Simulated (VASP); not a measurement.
## TiO2 (Anatase): the band gap up a ladder of functionals

How far up the ladder of functionals must one climb to get the gap of TiO2 (Anatase) right? The levels: LDA, PBEsol, PBE, r2SCAN, TB-mBJ, TPSS, HSE06, r2SCAN0 and HSEsol. The start is a cell from a database of measured crystal structures.

Program: VASP 6.6.1. Level of theory: LDA; plane waves and PAW (Ti_sv, O), in the first sound run; inputs show where later runs differ. Results are calculated unless marked as measured.

Experimental background.

For TiO2, anatase (commercial powder, mean particle diameter 143 nm, hand pressed, 300 K), “Part I: determination of a structure/property transformation mechanism responsible for changes in the point of zero change of anatase titania with decreasing particle size” (2024, pmc:11477903) gives, by UV-VIS-NIR reflection spectroscopy: band gap (indirect optical gap from reflection cut-off wavelength, 143 nm …) 3.261 eV [Gap from reflection cut-off wavelength, not a Tauc fit; hand-pressed powder; same powder …].

Most raw output is cut from this account.

### 1. The structure

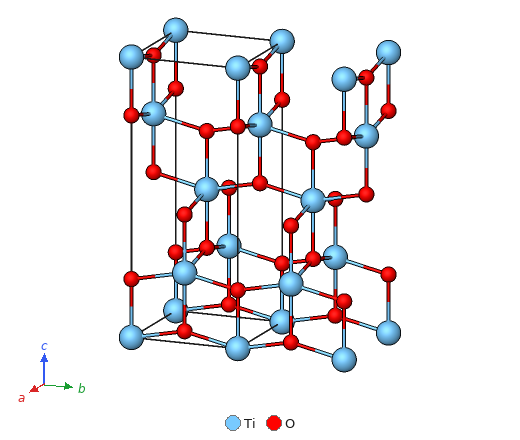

The starting structure, seen slightly off an axis (titanium blue, oxygen red). 1×2×1 cells are drawn. This picture shows the conventional cell, with its axes. Some periodic images of atoms are drawn too.

### 2. Bands with LDA

Levels along the symmetry lines show where the bands peak and cross; KPOINTS_OPT computes them in the converged potential. LDA, the lowest rung, knows the local density alone.

INCAR

```
SYSTEM = TiO2
PREC = Accurate
ENCUT = 520
EDIFF = 1E-06
NELM = 100
ISMEAR = 0
SIGMA = 0.02
LREAL = .FALSE.
ALGO = Normal
GGA = CA
NBANDS = 40
LASPH = .TRUE.
LORBIT = 11
LWAVE = .FALSE.
LCHARG = .FALSE.
KPAR = 8
```

POSCAR

```
TiO2
1.0
   -1.8921000000      1.8921000000      4.7573000000
    1.8921000000     -1.8921000000      4.7573000000
    1.8921000000      1.8921000000     -4.7573000000
Ti O
2 4
Direct
    0.0000000000      0.0000000000      0.0000000000
    0.7500000000      0.2500000000      0.5000000000
    0.2081000000      0.2081000000      0.0000000000
    0.9581000000      0.4581000000      0.5000000000
    0.5419000000      0.0419000000      0.5000000000
    0.7919000000      0.7919000000      0.0000000000
```

KPOINTS

```
Automatic mesh
0
Gamma
5 5 5
0 0 0
```

KPOINTS_OPT

```
Line mode
16
Line-mode
Reciprocal
  0.00000000   0.00000000   0.00000000 GAMMA
  0.00000000   0.00000000   0.50000000 X

  0.00000000   0.00000000   0.50000000 X
 -0.07909283   0.07909283   0.50000000 Y

 -0.07909283   0.07909283   0.50000000 Y
 -0.28954641   0.28954641   0.28954641 S

 -0.28954641   0.28954641   0.28954641 S
  0.00000000   0.00000000   0.00000000 GAMMA

  0.00000000   0.00000000   0.00000000 GAMMA
  0.50000000   0.50000000  -0.50000000 Z

  0.50000000   0.50000000  -0.50000000 Z
  0.28954641   0.71045359  -0.28954641 S1

  0.28954641   0.71045359  -0.28954641 S1
  0.00000000   0.50000000   0.00000000 N

  0.00000000   0.50000000   0.00000000 N
  0.25000000   0.25000000   0.25000000 P

  0.25000000   0.25000000   0.25000000 P
  0.50000000   0.50000000  -0.07909283 Y1

  0.50000000   0.50000000  -0.07909283 Y1
  0.50000000   0.50000000  -0.50000000 Z

  0.00000000   0.00000000   0.50000000 X
  0.25000000   0.25000000   0.25000000 P
```

The projector-augmented-wave data sets are Ti_sv and O (PBE family, release 64).

Launch:

```bash
$ mpirun -np 8 vasp_std
```

Wall time 69 s (8 MPI ranks of Intel Xeon Platinum 8559C (Emerald Rapids), shared host); peak memory 2.2 GiB; 9 min of CPU time.

The PAW data sets were made with PBE, though LDA sets exist; this is a small mismatch. At this level the cell is under a tension of 5.5 GPa, so at these settings it is away from equilibrium.

This step gave:

| Property | Result |
| --- | --- |
| SCF cycles | 17 |
| electrons | 48 |
| bands | 40 |
| irreducible k-points | 18 |
| symmetry operations | 16 |
| free energy (TOTEN) | -58.9686 eV |
| Fermi energy | 3.186 eV |
| pressure | -5.524 GPa |
| metallic | no |
| least gap on mesh and path | 1.980 eV |
| least direct gap on mesh and path | 2.334 eV |
| valence top at k | 0, 0, 0.4333 |
| conduction bottom at k | 0, 0, 0 |
| least direct gap at k | 0.2667, 0.2667, -0.2667 |

The electronic bands at the labelled points (eV, zero at the valence-band top; v1 is the highest filled band, c1 the lowest empty one):

| point | v4 | v3 | v2 | v1 | c1 | c2 | c3 | c4 |
| --- | --- | --- | --- | --- | --- | --- | --- | --- |
| Γ | -0.78 | -0.78 | -0.49 | -0.49 | 1.98 | 2.75 | 3.90 | 3.90 |
| X | -2.12 | -2.12 | -0.05 | -0.05 | 3.25 | 3.25 | 3.75 | 3.75 |
| Y | -1.96 | -1.96 | -0.09 | -0.09 | 3.22 | 3.22 | 3.69 | 3.69 |
| S | -1.22 | -0.95 | -0.94 | -0.84 | 3.11 | 3.38 | 3.49 | 3.55 |
| Γ | -0.78 | -0.78 | -0.49 | -0.49 | 1.98 | 2.75 | 3.90 | 3.90 |
| Z | -1.29 | -1.29 | -0.13 | -0.13 | 2.35 | 2.35 | 3.68 | 3.68 |
| S1 | -1.22 | -0.95 | -0.94 | -0.84 | 3.11 | 3.38 | 3.49 | 3.55 |
| N | -2.01 | -0.99 | -0.86 | -0.65 | 3.13 | 3.46 | 3.49 | 3.59 |
| P | -1.63 | -1.63 | -0.26 | -0.26 | 3.50 | 3.50 | 3.53 | 3.53 |
| Y1 | -1.96 | -1.96 | -0.09 | -0.09 | 3.22 | 3.22 | 3.69 | 3.69 |
| Z | -1.29 | -1.29 | -0.13 | -0.13 | 2.35 | 2.35 | 3.68 | 3.68 |
| jump to X | -2.12 | -2.12 | -0.05 | -0.05 | 3.25 | 3.25 | 3.75 | 3.75 |
| P | -1.63 | -1.63 | -0.26 | -0.26 | 3.50 | 3.50 | 3.53 | 3.53 |

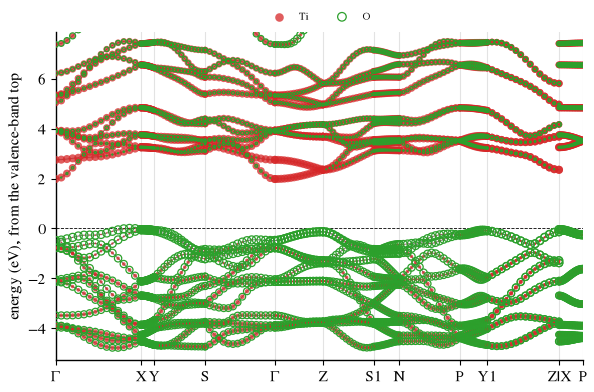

Electronic bands along the path; dots are coloured as in the legend, and their area grows with the weight.

Force by atom:

| atom | x (eV/Å) | y (eV/Å) | z (eV/Å) | size |
| --- | --- | --- | --- | --- |
| Ti1 | 0.0000 | 0.0000 | 0.0000 | 0.0000 |
| Ti2 | 0.0000 | 0.0000 | 0.0000 | 0.0000 |
| O3 | 0.0000 | 0.0000 | -0.0915 | 0.0915 |
| O4 | 0.0000 | 0.0000 | -0.0915 | 0.0915 |
| O5 | 0.0000 | 0.0000 | 0.0915 | 0.0915 |
| O6 | 0.0000 | 0.0000 | 0.0915 | 0.0915 |

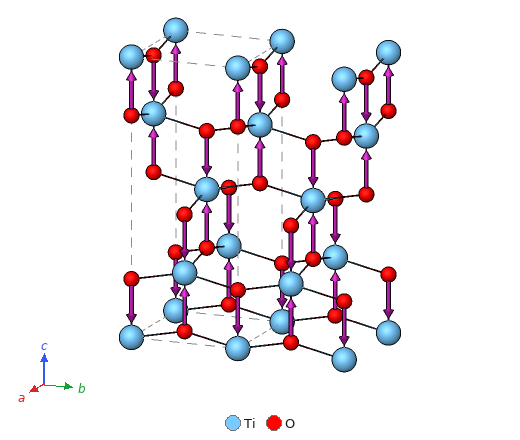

Force as arrows, the longest 0.0915 eV/Å. 1×2×1 conventional cells are drawn. Some periodic images of atoms are drawn too.

The gap is 1.98 eV, indirect. The gap lies -1.28 eV from the measured 3.26 eV.

### 3. Bands with PBEsol

This step: PBEsol; plane waves and PAW (Ti_sv, O) (VASP 6.6.1).

PBEsol restores the gradient expansion of exchange and is tuned for the cells of solids.

INCAR: that of step 2 with these lines changed.

```diff
@@ -9,3 +9,3 @@
 ALGO = Normal
-GGA = CA
+GGA = PS
 NBANDS = 40
```

POSCAR is that of step 2.

KPOINTS is that of step 2.

KPOINTS_OPT is that of step 2.

Launch:

```bash
$ mpirun -np 8 vasp_std
```

It took 76 s on 8 MPI ranks; peak memory 2.6 GiB.

The PAW data sets were made with PBE, which is usual practice but a small mismatch for other functionals.

This step gave:

```yaml
free_energy_toten: -56.2161 eV
fermi_energy: 3.407 eV
pressure: -0.3835 GPa
least_gap_on_mesh_and_path: 2.046 eV
least_direct_gap_on_mesh_and_path: 2.395 eV
```

The electronic bands at the labelled points (eV, zero at the valence-band top; v1 is the highest filled band, c1 the lowest empty one):

| point | v4 | v3 | v2 | v1 | c1 | c2 | c3 | c4 |
| --- | --- | --- | --- | --- | --- | --- | --- | --- |
| Γ | -0.77 | -0.77 | -0.49 | -0.49 | 2.05 | 2.81 | 3.96 | 3.96 |
| X | -2.10 | -2.10 | -0.05 | -0.05 | 3.31 | 3.31 | 3.80 | 3.80 |
| Y | -1.94 | -1.94 | -0.09 | -0.09 | 3.28 | 3.28 | 3.74 | 3.74 |
| S | -1.21 | -0.95 | -0.93 | -0.83 | 3.17 | 3.45 | 3.54 | 3.60 |
| Γ | -0.77 | -0.77 | -0.49 | -0.49 | 2.05 | 2.81 | 3.96 | 3.96 |
| Z | -1.28 | -1.28 | -0.13 | -0.13 | 2.41 | 2.41 | 3.74 | 3.74 |
| S1 | -1.21 | -0.95 | -0.93 | -0.83 | 3.17 | 3.45 | 3.54 | 3.60 |
| N | -2.00 | -0.98 | -0.85 | -0.65 | 3.19 | 3.52 | 3.54 | 3.64 |
| P | -1.62 | -1.62 | -0.26 | -0.26 | 3.55 | 3.55 | 3.58 | 3.58 |
| Y1 | -1.94 | -1.94 | -0.09 | -0.09 | 3.28 | 3.28 | 3.74 | 3.74 |
| Z | -1.28 | -1.28 | -0.13 | -0.13 | 2.41 | 2.41 | 3.74 | 3.74 |
| jump to X | -2.10 | -2.10 | -0.05 | -0.05 | 3.31 | 3.31 | 3.80 | 3.80 |
| P | -1.62 | -1.62 | -0.26 | -0.26 | 3.55 | 3.55 | 3.58 | 3.58 |

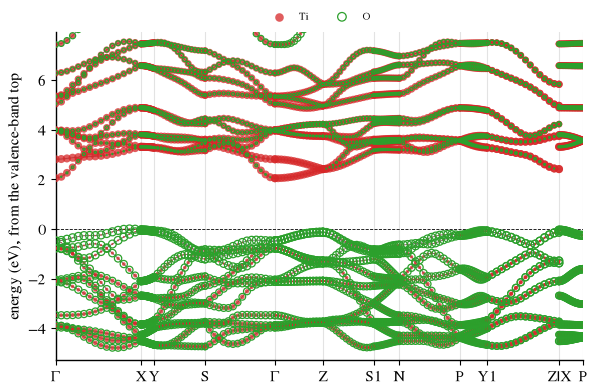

Electronic bands along the path; dots are coloured as in the legend, and their area grows with the weight.

The gap is 2.05 eV, indirect. Against LDA that is +0.07 eV; the cost is about the same. The gap lies -1.21 eV from the measured 3.26 eV.

### 4. Bands with PBE

This step: PBE; plane waves and PAW (Ti_sv, O) (VASP 6.6.1).

PBE, the usual starting point, adds the gradient of the density.

INCAR: that of step 3 with these lines changed.

```diff
@@ -9,3 +9,3 @@
 ALGO = Normal
-GGA = PS
+GGA = PE
 NBANDS = 40
```

POSCAR is that of step 3.

KPOINTS is that of step 3.

KPOINTS_OPT is that of step 3.

Launch:

```bash
$ mpirun -np 8 vasp_std
```

Run time: 71 s. Hardware: 8 MPI ranks; peak memory 2.7 GiB.

At this level the cell is under a pressure of 5.9 GPa, so at these settings it is away from equilibrium.

Electronic bands along the path, in eV, zero at the valence-band top; v1 is the highest filled band, c1 the lowest empty one:

| point | v4 | v3 | v2 | v1 | c1 | c2 | c3 | c4 |
| --- | --- | --- | --- | --- | --- | --- | --- | --- |
| Γ | -0.77 | -0.77 | -0.48 | -0.48 | 2.09 | 2.83 | 3.97 | 3.97 |
| X | -2.07 | -2.07 | -0.05 | -0.05 | 3.33 | 3.33 | 3.80 | 3.80 |
| Y | -1.91 | -1.91 | -0.09 | -0.09 | 3.30 | 3.30 | 3.75 | 3.75 |
| S | -1.20 | -0.94 | -0.91 | -0.83 | 3.20 | 3.46 | 3.56 | 3.60 |
| Γ | -0.77 | -0.77 | -0.48 | -0.48 | 2.09 | 2.83 | 3.97 | 3.97 |
| Z | -1.27 | -1.27 | -0.13 | -0.13 | 2.45 | 2.45 | 3.75 | 3.75 |
| S1 | -1.20 | -0.94 | -0.91 | -0.83 | 3.20 | 3.46 | 3.56 | 3.60 |
| N | -1.97 | -0.96 | -0.85 | -0.65 | 3.22 | 3.54 | 3.55 | 3.65 |
| P | -1.60 | -1.60 | -0.25 | -0.25 | 3.56 | 3.56 | 3.59 | 3.59 |
| Y1 | -1.91 | -1.91 | -0.09 | -0.09 | 3.30 | 3.30 | 3.75 | 3.75 |
| Z | -1.27 | -1.27 | -0.13 | -0.13 | 2.45 | 2.45 | 3.75 | 3.75 |
| jump to X | -2.07 | -2.07 | -0.05 | -0.05 | 3.33 | 3.33 | 3.80 | 3.80 |
| P | -1.60 | -1.60 | -0.25 | -0.25 | 3.56 | 3.56 | 3.59 | 3.59 |

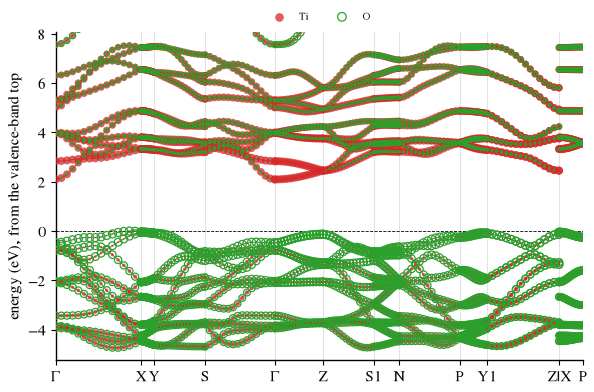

Electronic bands along the path; dots are coloured as in the legend, and their area grows with the weight.

The gap is 2.09 eV, indirect. Against LDA that is +0.11 eV; the cost is about the same. The gap lies -1.17 eV from the measured 3.26 eV.

### 5. Bands with r2SCAN

This step: r2SCAN; plane waves and PAW (Ti_sv, O) (VASP 6.6.1).

r2SCAN adds the kinetic-energy density, costs more than a GGA and is run with LASPH.

INCAR: that of step 4 with these lines changed.

```diff
@@ -9,5 +9,5 @@
 ALGO = Normal
-GGA = PE
+METAGGA = R2SCAN
+LASPH = .TRUE.
 NBANDS = 40
-LASPH = .TRUE.
 LORBIT = 11
```

POSCAR is that of step 4.

KPOINTS is that of step 4.

KPOINTS_OPT is that of step 4.

Launch:

```bash
$ mpirun -np 8 vasp_std
```

Run time: 3.9 min. Hardware: 8 MPI ranks; peak memory 2.8 GiB; 31 min of CPU time.

Electronic bands along the path, in eV, zero at the valence-band top; v1 is the highest filled band, c1 the lowest empty one:

| point | v4 | v3 | v2 | v1 | c1 | c2 | c3 | c4 |
| --- | --- | --- | --- | --- | --- | --- | --- | --- |
| Γ | -0.79 | -0.79 | -0.50 | -0.50 | 2.52 | 3.27 | 4.41 | 4.41 |
| X | -2.11 | -2.11 | -0.05 | -0.05 | 3.75 | 3.75 | 4.22 | 4.22 |
| Y | -1.95 | -1.95 | -0.09 | -0.09 | 3.72 | 3.72 | 4.16 | 4.16 |
| S | -1.24 | -0.98 | -0.94 | -0.87 | 3.62 | 3.90 | 3.97 | 4.02 |
| Γ | -0.79 | -0.79 | -0.50 | -0.50 | 2.52 | 3.27 | 4.41 | 4.41 |
| Z | -1.32 | -1.32 | -0.15 | -0.15 | 2.88 | 2.88 | 4.20 | 4.20 |
| S1 | -1.24 | -0.98 | -0.94 | -0.87 | 3.62 | 3.90 | 3.97 | 4.02 |
| N | -1.98 | -0.99 | -0.89 | -0.68 | 3.65 | 3.95 | 3.96 | 4.07 |
| P | -1.64 | -1.64 | -0.24 | -0.24 | 3.97 | 3.97 | 4.01 | 4.01 |
| Y1 | -1.95 | -1.95 | -0.09 | -0.09 | 3.72 | 3.72 | 4.16 | 4.16 |
| Z | -1.32 | -1.32 | -0.15 | -0.15 | 2.88 | 2.88 | 4.20 | 4.20 |
| jump to X | -2.11 | -2.11 | -0.05 | -0.05 | 3.75 | 3.75 | 4.22 | 4.22 |
| P | -1.64 | -1.64 | -0.24 | -0.24 | 3.97 | 3.97 | 4.01 | 4.01 |

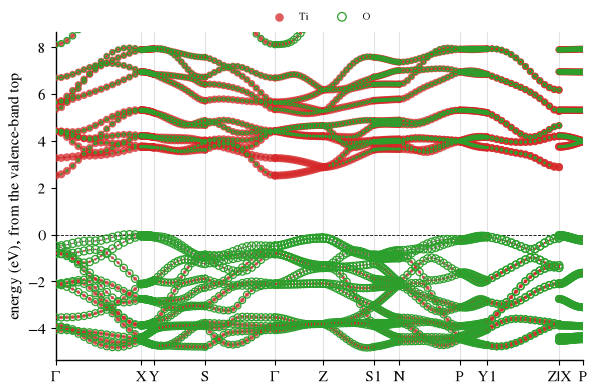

Electronic bands along the path; dots are coloured as in the legend, and their area grows with the weight.

The gap is 2.52 eV, indirect. Against LDA that is +0.54 eV; this run took 3.4 times the core time. The gap lies -0.74 eV from the measured 3.26 eV.

### 6. Bands with TB-mBJ

This step: TB-mBJ; plane waves and PAW (Ti_sv, O) (VASP 6.6.1).

TB-mBJ is a local potential fitted to gaps: it costs far less than a hybrid but gives no energy.

INCAR: that of step 5 with these lines changed.

```diff
@@ -4,3 +4,3 @@
 EDIFF = 1E-06
-NELM = 100
+NELM = 150
 ISMEAR = 0
@@ -9,3 +9,3 @@
 ALGO = Normal
-METAGGA = R2SCAN
+METAGGA = MBJ
 LASPH = .TRUE.
```

POSCAR is that of step 5.

KPOINTS is that of step 5.

KPOINTS_OPT is that of step 5.

Launch:

```bash
$ mpirun -np 8 vasp_std
```

Run time: 2.4 min. Hardware: 8 MPI ranks; peak memory 2.9 GiB.

This functional is a potential without an energy, so its energies, forces and stress mean nothing and are not read.

Electronic bands along the path, in eV, zero at the valence-band top; v1 is the highest filled band, c1 the lowest empty one:

| point | v4 | v3 | v2 | v1 | c1 | c2 | c3 | c4 |
| --- | --- | --- | --- | --- | --- | --- | --- | --- |
| Γ | -0.81 | -0.81 | -0.44 | -0.44 | 3.13 | 3.75 | 4.85 | 4.85 |
| X | -1.83 | -1.83 | -0.04 | -0.04 | 4.20 | 4.20 | 4.55 | 4.55 |
| Y | -1.70 | -1.70 | -0.08 | -0.08 | 4.17 | 4.17 | 4.50 | 4.50 |
| S | -1.12 | -0.93 | -0.88 | -0.76 | 4.13 | 4.31 | 4.34 | 4.40 |
| Γ | -0.81 | -0.81 | -0.44 | -0.44 | 3.13 | 3.75 | 4.85 | 4.85 |
| Z | -1.24 | -1.24 | -0.17 | -0.17 | 3.43 | 3.43 | 4.70 | 4.70 |
| S1 | -1.12 | -0.93 | -0.88 | -0.76 | 4.13 | 4.31 | 4.34 | 4.40 |
| N | -1.65 | -0.91 | -0.79 | -0.70 | 4.18 | 4.28 | 4.43 | 4.44 |
| P | -1.49 | -1.49 | -0.17 | -0.17 | 4.36 | 4.36 | 4.40 | 4.40 |
| Y1 | -1.70 | -1.70 | -0.08 | -0.08 | 4.17 | 4.17 | 4.50 | 4.50 |
| Z | -1.24 | -1.24 | -0.17 | -0.17 | 3.43 | 3.43 | 4.70 | 4.70 |
| jump to X | -1.83 | -1.83 | -0.04 | -0.04 | 4.20 | 4.20 | 4.55 | 4.55 |
| P | -1.49 | -1.49 | -0.17 | -0.17 | 4.36 | 4.36 | 4.40 | 4.40 |

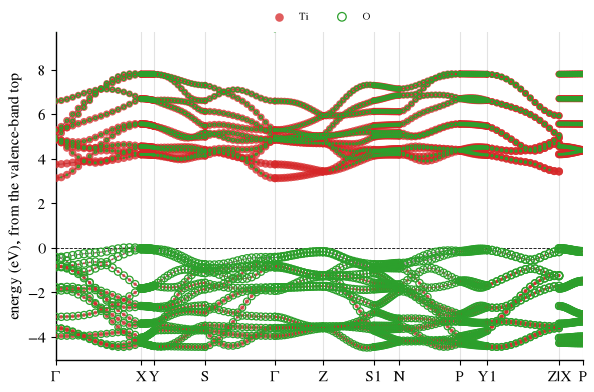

Electronic bands along the path; dots are coloured as in the legend, and their area grows with the weight.

The gap is 3.13 eV, indirect. Against LDA that is +1.15 eV; this run took 2.1 times the core time. The gap lies -0.13 eV from the measured 3.26 eV.

### 7. Bands with TPSS

This step: TPSS; plane waves and PAW (Ti_sv, O) (VASP 6.6.1).

TPSS is an older meta-GGA.

INCAR: that of step 6 with these lines changed.

```diff
@@ -4,3 +4,3 @@
 EDIFF = 1E-06
-NELM = 150
+NELM = 100
 ISMEAR = 0
@@ -9,3 +9,3 @@
 ALGO = Normal
-METAGGA = MBJ
+METAGGA = TPSS
 LASPH = .TRUE.
```

POSCAR is that of step 6.

KPOINTS is that of step 6.

KPOINTS_OPT is that of step 6.

Launch:

```bash
$ mpirun -np 8 vasp_std
```

Elapsed: 4.5 min, on 8 MPI ranks; peak memory 2.8 GiB.

At this level the cell is under a pressure of 5.7 GPa, so at these settings it is away from equilibrium.

The electronic bands at the labelled points (eV, zero at the valence-band top; v1 is the highest filled band, c1 the lowest empty one):

| point | v4 | v3 | v2 | v1 | c1 | c2 | c3 | c4 |
| --- | --- | --- | --- | --- | --- | --- | --- | --- |
| Γ | -0.78 | -0.78 | -0.48 | -0.48 | 2.19 | 2.95 | 4.09 | 4.09 |
| X | -2.10 | -2.10 | -0.05 | -0.05 | 3.46 | 3.46 | 3.93 | 3.93 |
| Y | -1.94 | -1.94 | -0.09 | -0.09 | 3.43 | 3.43 | 3.88 | 3.88 |
| S | -1.22 | -0.96 | -0.92 | -0.85 | 3.30 | 3.58 | 3.68 | 3.73 |
| Γ | -0.78 | -0.78 | -0.48 | -0.48 | 2.19 | 2.95 | 4.09 | 4.09 |
| Z | -1.30 | -1.30 | -0.14 | -0.14 | 2.56 | 2.56 | 3.88 | 3.88 |
| S1 | -1.22 | -0.96 | -0.92 | -0.85 | 3.30 | 3.58 | 3.68 | 3.73 |
| N | -2.00 | -0.97 | -0.87 | -0.67 | 3.33 | 3.65 | 3.67 | 3.78 |
| P | -1.63 | -1.63 | -0.25 | -0.25 | 3.68 | 3.68 | 3.73 | 3.73 |
| Y1 | -1.94 | -1.94 | -0.09 | -0.09 | 3.43 | 3.43 | 3.88 | 3.88 |
| Z | -1.30 | -1.30 | -0.14 | -0.14 | 2.56 | 2.56 | 3.88 | 3.88 |
| jump to X | -2.10 | -2.10 | -0.05 | -0.05 | 3.46 | 3.46 | 3.93 | 3.93 |
| P | -1.63 | -1.63 | -0.25 | -0.25 | 3.68 | 3.68 | 3.73 | 3.73 |

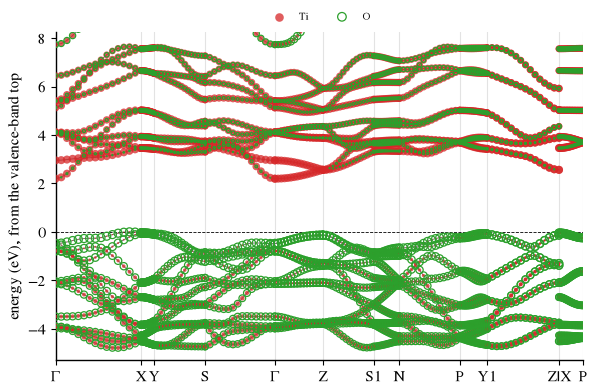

Electronic bands along the path; dots are coloured as in the legend, and their area grows with the weight.

The gap is 2.19 eV, indirect. Against LDA that is +0.21 eV; this run took 3.9 times the core time. The gap lies -1.07 eV from the measured 3.26 eV.

### 8. Starting orbitals for the hybrid

This step: PBE; plane waves and PAW (Ti_sv, O) (VASP 6.6.1).

A hybrid converges badly from random orbitals, so a cheap semilocal run writes a WAVECAR on the same mesh first.

INCAR

```
SYSTEM = TiO2
PREC = Accurate
ENCUT = 520
EDIFF = 1E-05
NELM = 100
ISMEAR = 0
SIGMA = 0.02
LREAL = .FALSE.
ALGO = Normal
GGA = PE
NBANDS = 30
LASPH = .TRUE.
LORBIT = 11
LWAVE = .TRUE.
LCHARG = .FALSE.
KPAR = 8
```

POSCAR is that of step 7.

KPOINTS is that of step 7.

Launch:

```bash
$ mpirun -np 8 vasp_std
```

Elapsed: 13 s, on 8 MPI ranks; peak memory 2.3 GiB.

The gap is read on the k-mesh alone, so it is an upper bound where the band edges lie off the mesh.

This step gave:

```yaml
scf_cycles: 14
bands: 30
free_energy_toten: -53.8247 eV
fermi_energy: 3.667 eV
pressure: 5.927 GPa
valence_top_at_k: -0.4, 0.4, 0
least_direct_gap_at_k: -0.2, -0.2, 0.2
gap_on_the_k_mesh: 2.114 eV
least_direct_gap_on_the_k_mesh: 2.456 eV
```

[end of part 1 of 2]

[Lines on the potential files, build, host, timing and source positions are cut from VASP's logs without a mark.]

[Logs are printed without paths, hosts, clocks, repeated set-up lines and the standing remarks that a program may print on its own settings, such as how far it seeks lower states.]

[Hosts, paths, dates, database ids (printed as entryN), source tags and the programs' standing remarks are cut or masked in the printed files.]

[Measured values are set beside computed ones only where the two were judged alike; some that the calculation misses by far are left out.]
